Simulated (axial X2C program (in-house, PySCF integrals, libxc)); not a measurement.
# SbGe: properties at the nuclei

Aim: properties at the nuclei of SbGe, with spin–orbit coupling in the Hamiltonian from the start.

Method: two-component X2C with atomic mean-field terms, Sb dyall-cv3z, Ge dyall-cv3z; program: an in-house X2C program for linear molecules on PySCF integrals.

All values are calculated.

## Step 1: Set-up

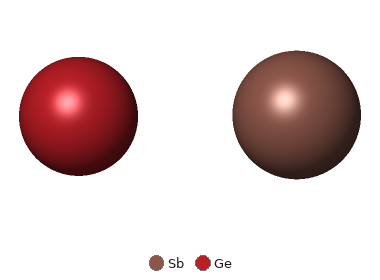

The two atoms at 2.610 Å (antimony brown, germanium red).

Input file task.json:

```json
{"zs": [51, 32], "q": 0, "bas": ["dyall-cv3z", "dyall-cv3z"], "r0": 2.61, "levels": ["PBE0", "HF", "r2SCAN", "PBE50", "TPSSh"], "nst": 3}
```

Keys: zs atomic numbers; q charge; bas basis sets; r0 starting distance in Å; levels methods (HF also brings MP2); nst determinants followed.

The run is started by

```
> python soeom.py task.json out
```

Further steps of the session: Expectation values, lowest determinant; Expectation values, a higher determinant; Expectation values, a higher determinant.

Before running it: what results should come out? Wanted: lowest determinant; Eeff magnitude; Ws magnitude Sb; A∥/gI Sb; qzz Sb; higher determinant (for each run or level that gives them).

The runs gave:

```
                                        quantity                                                  value
                              lowest determinant                Ω = 3/2 (excess of +ω over −ω: ω = 3/2)
                    Eeff magnitude (GV/cm), PBE0                                                  0.411
                     Ws magnitude Sb (kHz), PBE0                                                  0.112
                            A∥/gI Sb (MHz), PBE0                                                    203
                             qzz Sb (a.u.), PBE0                                                  -4.80
                              higher determinant                Ω = 1/2 (excess of +ω over −ω: ω = 1/2)
Eeff magnitude (GV/cm), PBE0, higher determinant                                                   2.65
 Ws magnitude Sb (kHz), PBE0, higher determinant                                                    2.4
        A∥/gI Sb (MHz), PBE0, higher determinant                                                   1500
         qzz Sb (a.u.), PBE0, higher determinant                                                  -4.50
                              higher determinant  Ω = 1/2 (excess of +ω over −ω: 2 × ω = -1/2, ω = 3/2)
Eeff magnitude (GV/cm), PBE0, higher determinant                                                   1.28
 Ws magnitude Sb (kHz), PBE0, higher determinant                                                   1.22
        A∥/gI Sb (MHz), PBE0, higher determinant                                                  -2130
         qzz Sb (a.u.), PBE0, higher determinant                                                  -6.13
```

What this shows: In the first state, the effective field runs from 0.395 to 1.95 GV/cm over the mean-field levels, so the levels don't agree on it. The expectation values come from single determinants, which for open shells can mix terms of unlike spin or miss the lowest Ω, so a determinant need not be a state. Eeff is the effective electric field on the electron dipole moment in this Ω state and Ws the scalar–pseudoscalar constant (defined with the proton number Z and per Ω); A∥ is the parallel hyperfine constant, which follows by multiplying with the nuclear g factor gI = μI/(I μN); qzz is the electric field gradient, eQq0 = 234.96 MHz × Q/barn × qzz; μ is positive if Ge is the positive end. The operators were transformed with the bare-nucleus X2C matrices.
